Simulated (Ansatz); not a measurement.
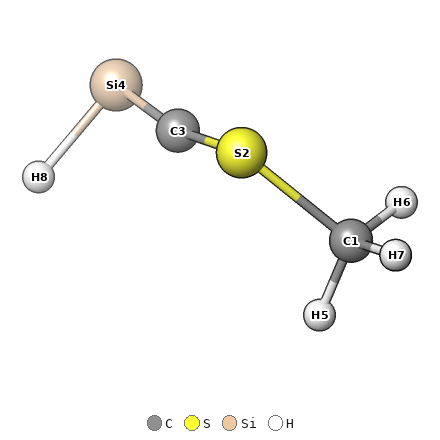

The system is C₂H₄SSi, SMILES CSC#[SiH]; the picture shows the reference structure. Coordinates scanned: (1) bond length C1–H5; (2) angle S2–C1–H5. Nothing is relaxed (all other coordinates rigid). The grid has 15 × 15 points. Points are written as (first, second). Energies are in eV, from the lowest grid point. Theory: RKS PBE0-D4/def2-SVP in Ansatz 0.2.0.

Its coordinates:

```yaml
atoms:
  - { symbol: C, position_ang: [0.0476, 1.4429, -0.4244] }
  - { symbol: S, position_ang: [0.8403, 0.3628, 0.8235] }
  - { symbol: C, position_ang: [0.0917, -1.0632, 0.7482] }
  - { symbol: Si, position_ang: [-0.7888, -2.5282, 0.9439] }
  - { symbol: H, position_ang: [0.1835, 1.0057, -1.4221] }
  - { symbol: H, position_ang: [-1.0206, 1.5409, -0.1914] }
  - { symbol: H, position_ang: [0.5423, 2.4230, -0.3689] }
  - { symbol: H, position_ang: [0.1040, -3.1839, -0.1089] }
```

Range: bond length C1–H5 from 0.922 to 1.427 Å; angle S2–C1–H5 from 74.3 to 144.3°.

### What will the energy surface look like?

The lowest grid point is at (1.102 Å, 109.3°). It is the only kind of minimum in the scanned range. The highest grid point, (1.427 Å, 144.3°), lies 2.05 eV above the lowest. Round the minimum the two coordinates are nearly uncoupled.

| angle S2–C1–H5 ↓, bond length C1–H5 → | 0.922 | 0.958 | 0.994 | 1.030 | 1.066 | 1.102 | 1.138 | 1.175 | 1.211 | 1.247 | 1.283 | 1.319 | 1.355 | 1.391 | 1.427 |
| --- | --- | --- | --- | --- | --- | --- | --- | --- | --- | --- | --- | --- | --- | --- | --- |
| 144.3 | 1.75 | 1.44 | 1.22 | 1.08 | 1.01 | 0.99 | 1.02 | 1.08 | 1.17 | 1.29 | 1.42 | 1.57 | 1.72 | 1.88 | 2.05 |
| 139.3 | 1.49 | 1.17 | 0.95 | 0.82 | 0.75 | 0.73 | 0.75 | 0.82 | 0.91 | 1.02 | 1.16 | 1.30 | 1.46 | 1.62 | 1.79 |
| 134.3 | 1.26 | 0.95 | 0.73 | 0.59 | 0.52 | 0.51 | 0.53 | 0.60 | 0.69 | 0.80 | 0.94 | 1.08 | 1.24 | 1.40 | 1.57 |
| 129.3 | 1.08 | 0.77 | 0.55 | 0.41 | 0.34 | 0.32 | 0.35 | 0.41 | 0.51 | 0.62 | 0.75 | 0.90 | 1.06 | 1.22 | 1.39 |
| 124.3 | 0.94 | 0.63 | 0.41 | 0.27 | 0.20 | 0.18 | 0.21 | 0.27 | 0.36 | 0.48 | 0.61 | 0.76 | 0.91 | 1.08 | 1.24 |
| 119.3 | 0.84 | 0.52 | 0.31 | 0.17 | 0.10 | 0.08 | 0.11 | 0.17 | 0.26 | 0.38 | 0.51 | 0.65 | 0.81 | 0.97 | 1.14 |
| 114.3 | 0.78 | 0.46 | 0.25 | 0.11 | 0.04 | 0.02 | 0.05 | 0.11 | 0.20 | 0.31 | 0.45 | 0.59 | 0.75 | 0.91 | 1.07 |
| 109.3 | 0.76 | 0.44 | 0.23 | 0.09 | 0.02 | 0.00 | 0.03 | 0.09 | 0.18 | 0.29 | 0.42 | 0.57 | 0.72 | 0.88 | 1.05 |
| 104.3 | 0.78 | 0.47 | 0.25 | 0.11 | 0.04 | 0.02 | 0.05 | 0.11 | 0.20 | 0.31 | 0.44 | 0.58 | 0.73 | 0.89 | 1.06 |
| 99.3 | 0.84 | 0.53 | 0.31 | 0.18 | 0.10 | 0.08 | 0.11 | 0.17 | 0.26 | 0.37 | 0.50 | 0.64 | 0.79 | 0.95 | 1.11 |
| 94.3 | 0.95 | 0.64 | 0.42 | 0.28 | 0.21 | 0.19 | 0.22 | 0.28 | 0.36 | 0.47 | 0.60 | 0.74 | 0.89 | 1.05 | 1.21 |
| 89.3 | 1.10 | 0.79 | 0.57 | 0.44 | 0.36 | 0.34 | 0.37 | 0.43 | 0.51 | 0.62 | 0.75 | 0.89 | 1.03 | 1.19 | 1.35 |
| 84.3 | 1.30 | 0.99 | 0.78 | 0.64 | 0.57 | 0.54 | 0.57 | 0.63 | 0.71 | 0.82 | 0.94 | 1.08 | 1.22 | 1.38 | 1.53 |
| 79.3 | 1.56 | 1.24 | 1.03 | 0.89 | 0.82 | 0.80 | 0.82 | 0.87 | 0.96 | 1.06 | 1.18 | 1.32 | 1.46 | 1.61 | 1.77 |
| 74.3 | 1.86 | 1.55 | 1.33 | 1.19 | 1.12 | 1.10 | 1.12 | 1.17 | 1.25 | 1.36 | 1.48 | 1.61 | 1.75 | 1.90 | 2.05 |

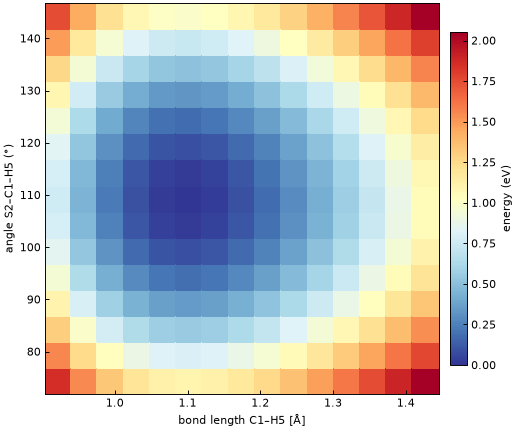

The picture shows one coloured cell a grid point.

The whole map (225 points run) took 21 min on 1 thread of Arm Neoverse N1, on a shared host.
